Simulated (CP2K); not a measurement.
**Two attempts at CH5Al2N (SMILES [AlH2][CH]1[NH][AlH]1)**

Aim: energy and forces of CH5Al2N at AM1.

The calculation is run with CP2K 2026.2.

2 further runs of the same task are left out: 2 set aside as unsound or not needed.

## Step 1: The molecule

CH5Al2N: 9 atoms, total charge 0, spin state singlet. SMILES: `[AlH2][CH]1[NH][AlH]1`. The shape comes from a force field and isn't a relaxed structure.

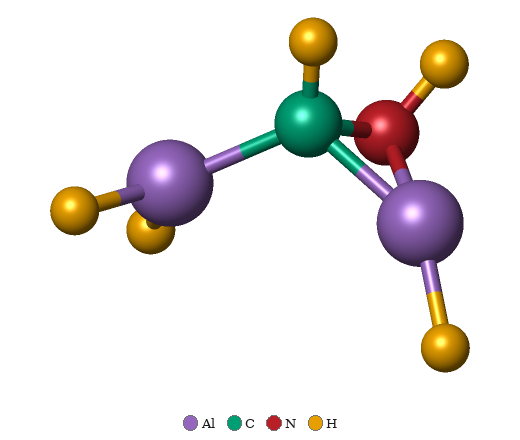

The structure, seen from a chosen angle (aluminium purple, carbon teal, nitrogen red, hydrogen amber).

## Step 2: Try one

Contents of molecule.xyz:

```xyz
9

Al    -0.880700     1.367300     0.147200
C      0.635300     0.183500     0.116900
N      0.669900    -0.555800    -1.162600
Al     0.290100    -1.648100     0.362700
H     -1.875700     1.489300    -1.163800
H     -1.408400     2.075600     1.512600
H      1.663100     0.547500     0.456600
H      1.738600    -0.777900    -1.359700
H     -0.743800    -2.727600     1.072900
```

Contents of qs.inp:

```
&GLOBAL
   PROJECT_NAME qs
   RUN_TYPE ENERGY_FORCE
   PRINT_LEVEL MEDIUM
&END
&FORCE_EVAL
   METHOD QS
   &DFT
      &QUICKSTEP
         METHOD AM1
         EPS_DEFAULT 1.0E-10
         &SE
            &COULOMB
               CUTOFF [angstrom] 50
               RC_RANGE [angstrom] 0
            &END
            &EXCHANGE
               CUTOFF [angstrom] 50
               RC_RANGE [angstrom] 0
            &END
         &END
      &END
      &POISSON
         PERIODIC NONE
         POISSON_SOLVER ANALYTIC
      &END
      &SCF
         SCF_GUESS ATOMIC
         EPS_SCF 1.0E-07
         MAX_SCF 30
         &OT
            MINIMIZER DIIS
            PRECONDITIONER FULL_ALL
         &END
         &OUTER_SCF
            EPS_SCF 1.0E-07
            MAX_SCF 8
         &END
      &END
      &PRINT
         &MOMENTS
            PERIODIC F
            REFERENCE COM
            MAX_MOMENT 1
         &END
         &MO_CUBES
            NLUMO 3
            NHOMO -1
            WRITE_CUBE F
         &END
         &HIRSHFELD OFF
         &END
      &END
   &END
   &SUBSYS
      &CELL
         ABC 11.6 12.8 10.9
         PERIODIC NONE
      &END
      &TOPOLOGY
         COORD_FILE_NAME molecule.xyz
         COORD_FILE_FORMAT XYZ
         &CENTER_COORDINATES
         &END
      &END
   &END
   &PRINT
      &FORCES ON
      &END
   &END
&END
```

Started as:

```
$ OMP_NUM_THREADS=1 cp2k.psmp qs.inp > qs.out
```

The log of the run:

```text
Possible matches for unknown subsection

 QUICKSTEP

   keyword UKS in section %__ROOT__%FORCE_EVAL%DFT score:  104
   keyword MULTIP in section %__ROOT__%FORCE_EVAL%DFT score:  104
   keyword ROKS in section %__ROOT__%FORCE_EVAL%DFT score:  103
   enum MULLIKEN in section %__ROOT__%FORCE_EVAL%DFT for keyword PLUS_U_METHOD score:  103
   keyword SUBCELLS in section %__ROOT__%FORCE_EVAL%DFT score:  103

 *******************************************************************************
 *   ___                                                                       *
 *  /   \                                                                      *
 * [ABORT]                                                                     *
 *  \___/               unknown subsection QUICKSTEP of section DFT            *
 *    |                                                                        *
 *  O/|                                                                        *
 * /| |                                                                        *
 * / \                                               input/input_parsing.F:192 *
 *******************************************************************************

 ===== Routine Calling Stack =====

            4 section_vals_parse
            3 section_vals_parse
            2 section_vals_parse
            1 read_input

Program received signal SIGABRT: Process abort signal.

Backtrace for this error:
#0  0x44ee7f13f957 in ???
#1  0x44ee9f9f4cac in __pthread_kill_implementation
#2  0x44ee9f99bfb7 in raise
#3  0x44ee9f985d37 in abort
#4  0x44ee7f812d83 in ???
#5  0x44ee7f814297 in ???
#6  0x44ee7f983e77 in ???
#7  0x44ee7f9838f7 in ???
#8  0x44ee7f9838f7 in ???
#9  0x44ee7f259807 in ???
#10  0x44ee7fac4e8b in ???
#11  0x44ee7fac9d0b in ???
#12  0x44ee7f1e0db3 in ???
#13  0x44ee7f1def13 in ???
#14  0x44ee9f986573 in __libc_start_call_main
#15  0x44ee9f986657 in __libc_start_main_impl
#16  0x44ee7f1df06f in ???
#17  0xffffffffffffffff in ???
```

Wall time 0.48 s (1 thread of Arm Neoverse N1, shared host); peak memory 0.13 GiB.

## Step 3: Reading the log

The input was rejected.

The log says `\___/               unknown subsection QUICKSTEP of section DFT`. The fault: unknown section.

## Step 4: Try two

molecule.xyz is that of step 2.

Contents of run.inp:

```
&global
    project_name run
    run_type ENERGY_FORCE
    print_level MEDIUM
&end global
&force_eval
    method Quickstep
    &dft
        charge 0
        multiplicity 1
        &qs
            method AM1
            eps_default 1.0E-10
            &se
                &coulomb
                    cutoff [angstrom] 50
                    rc_range [angstrom] 0
                &end coulomb
                &exchange
                    cutoff [angstrom] 50
                    rc_range [angstrom] 0
                &end exchange
            &end se
        &end qs
        &poisson
            periodic NONE
            poisson_solver ANALYTIC
        &end poisson
        &scf
            scf_guess ATOMIC
            eps_scf 1.0E-07
            max_scf 30
            &ot ON
                minimizer DIIS
                preconditioner FULL_ALL
            &end ot
            &outer_scf
                eps_scf 1.0E-07
                max_scf 8
            &end outer_scf
        &end scf
        &print
            &moments
                periodic F
                reference COM
                max_moment 1
            &end moments
            &mo_cubes
                nlumo 3
                nhomo -1
                write_cube F
            &end mo_cubes
            &hirshfeld OFF
            &end hirshfeld
        &end print
    &end dft
    &subsys
        &cell
            abc [angstrom] 11.6 12.8 10.9
            periodic NONE
        &end cell
        &topology
            coord_file_name molecule.xyz
            coord_file_format XYZ
            &center_coordinates
            &end center_coordinates
        &end topology
    &end subsys
    &print
        &forces ON
        &end forces
    &end print
&end force_eval
```

Started as:

```
$ OMP_NUM_THREADS=1 cp2k.psmp run.inp > run.out
```

The log of the run:

```text
CP2K| version string:                                       CP2K version 2026.2
[...]
 GLOBAL| Method name                                                        CP2K
[...]
 GLOBAL| Run type                                                   ENERGY_FORCE
[...]
                             - Atoms:                                          9
[...]
                             - Spherical basis functions:                     21
[...]
 Number of electrons:                                                         20
[...]
     1 OT DIIS     0.15E+00    0.0     0.33472830       -14.6829961885 -1.47E+01
[...]
    11 OT DIIS     0.15E+00    0.0     0.00000005       -18.3539495128 -1.51E-12
  *** SCF run converged in    11 steps ***
  Core-core repulsion energy [eV]:                            943.42248007198930
  Core Hamiltonian energy [eV]:                              -760.54580989401245
  Two-electron integral energy [eV]:                        -1364.62607130665469
  Electronic energy [eV]:                                   -1442.85884554733980
  Total energy [eV]:                                         -499.43636547535039
  Atomic reference energy [eV]:                               503.54874322328135
  Heat of formation [kcal/mol]:                                94.83369127265459
[...]
 SE_DIPOLE| Moment [Debye]         -2.04347061       1.29060191      -1.63476461
 SE_DIPOLE| Derivative [a.u.]       0.00000000       0.00000000       0.00000000
 *** WARNING in qs_scf_post_se.F:140 :: Printing of MO cube files not ***
 *** implemented for Semi-Empirical method.                           ***
 ENERGY| Total FORCE_EVAL ( QS ) energy [hartree]            -18.353949512752205
 FORCES| Atomic forces [hartree/bohr]
 FORCES|   Atom     x               y               z               |f|
 FORCES|      1 -4.50532392E-03 -9.11016686E-03  4.26076779E-04   1.01722478E-02
 FORCES|      2 -2.71933826E-02 -1.42431191E-02 -1.28232337E-02   3.32683306E-02
 FORCES|      3  5.71834078E-02 -5.25113787E-02  7.81526357E-02   1.10159981E-01
 FORCES|      4 -3.22434249E-02  5.03401011E-02 -3.97507359E-02   7.17905651E-02
 FORCES|      5  3.13029027E-02 -3.98598679E-03  3.78628526E-02   4.92884917E-02
 FORCES|      6  1.80850145E-02 -1.90633496E-02 -3.65047125E-02   4.49785847E-02
 FORCES|      7 -2.28371601E-02  1.95353297E-03 -1.17084114E-03   2.29504475E-02
 FORCES|      8 -5.87510095E-02  1.61134284E-02 -4.05532352E-03   6.10554612E-02
 FORCES|      9  3.89589760E-02  3.05069385E-02 -2.21367183E-02   5.42080197E-02
 FORCES| Sum     1.11022302E-16 -1.94289029E-16 -5.55111512E-17
 FORCES| Total atomic force                                       2.30555127E-16
[...]
```

Wall time 0.89 s (1 thread of Arm Neoverse N1, shared host); peak memory 0.14 GiB.

## Step 5: Outcome

Level: AM1.

```
                                 quantity          value
                             total energy   -18.35395 Eh
                            dipole moment         2.92 D
heat of formation at this unrelaxed shape  94.8 kcal/mol
                 largest force on an atom     5.665 eV/Å
```

The largest force is 5.66 eV/Å: the shape isn't a stationary point for this species at this level.
